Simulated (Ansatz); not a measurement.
# C$_{4}$H$_{5}$GeN (SMILES N#CCC#[C][GeH3]): what the fields show

The calculation's input:

```
crystal:
  periodic: [false, false, false]
  atoms:
    - {symbol: C, position_ang: [-0.542995, -0.286561, -1.549335]}
    - {symbol: C, position_ang: [0.903395, -0.467721, -1.413567]}
    - {symbol: C, position_ang: [1.504867, 0.406202, -0.411280]}
    - {symbol: C, position_ang: [2.012468, 1.131269, 0.422210]}
    - {symbol: Ge, position_ang: [2.788013, 2.274753, 1.730237]}
    - {symbol: "N", position_ang: [-1.685262, -0.153107, -1.666070]}
    - {symbol: H, position_ang: [1.097206, -1.525067, -1.162746]}
    - {symbol: H, position_ang: [1.367692, -0.292683, -2.399592]}
    - {symbol: H, position_ang: [1.791397, 3.396842, 2.048960]}
    - {symbol: H, position_ang: [3.086645, 1.449072, 2.989223]}
    - {symbol: H, position_ang: [4.087292, 2.859570, 1.158967]}
basis:
  gaussian:
    orbitals: def2-SVPD
magnetization:
  spin_polarized: false
  initial_magnetization: 0
hamiltonian:
  xc: pbe0
output:
  forces: true
  orbitals: {seedname: orbitals}
```

Run with:

```sh
ansatz run input.yaml --threads 2 --pin off --max-ram 5220MiB --events-out events.jsonl --progress --plain --runs-dir runs
```

Geometry: PBE0-D3(BJ)/def2-SVP.

Theory: isolated molecule in a Gaussian basis; Kohn-Sham density functional theory, functional PBE0 (Ansatz).

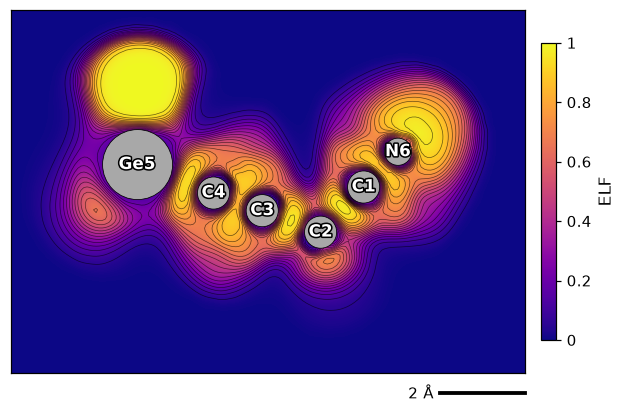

Figure 1. ELF on the plane of atoms C1, C2 and C3. Grey discs cover the atomic cores.

What do the fields say about this system?

Answer.
- The plane passes through C, Ge and N nuclei.
- C–N (1.16 Å): the ELF peaks at about 0.85 between the atoms: a multiple bond.
- C–C (1.22 Å): the ELF peaks at about 0.85 between the atoms; a multiple bond.
- C–Ge (1.90 Å): the ELF peaks at about 0.95 in the valence shell of C, 0.7 Å from its nucleus, and is about 0.65 at the midpoint.
- The ELF also peaks beside N6, away from the bonds: lone-pair regions.

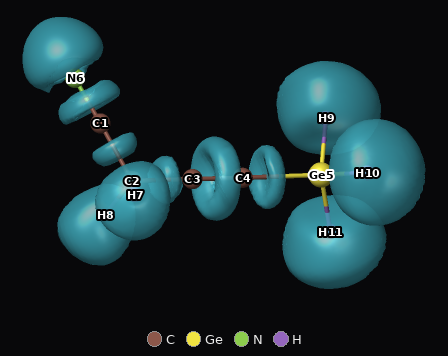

Figure 2. Isosurface of the electron localisation function at 0.8 (cyan), seen at a tilt. Core shells and regions of very low density are left out.

Identify the bonds, lone pairs and shells in this picture.

Answer. At this value the surface marks out three regions between bonded C–C atoms (shared pairs), one region between bonded C–N atoms (shared pairs), five regions around hydrogen nuclei, one lobe of the valence shell of C pointing towards Ge (polar bonds) and one lobe on N, pointing away from the bonds (lone pairs).

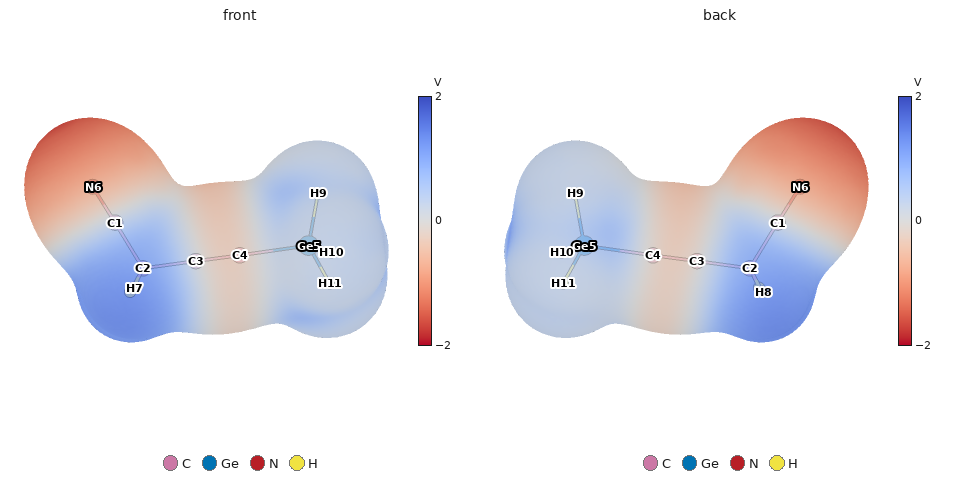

Figure 3. The electrostatic potential painted on the density surface at 0.001 e/bohr³, seen from the front and from behind; red is negative and blue positive.

Which sites attract a positive test charge, and which a negative one?

Answer. A positive charge is drawn to the negative regions and a negative charge to the positive ones. The most negative region (about −1.6 V) lies over N6, the most positive (about +1.4 V) over H7 and H8. N6 is the likeliest acceptor of a hydrogen bond.
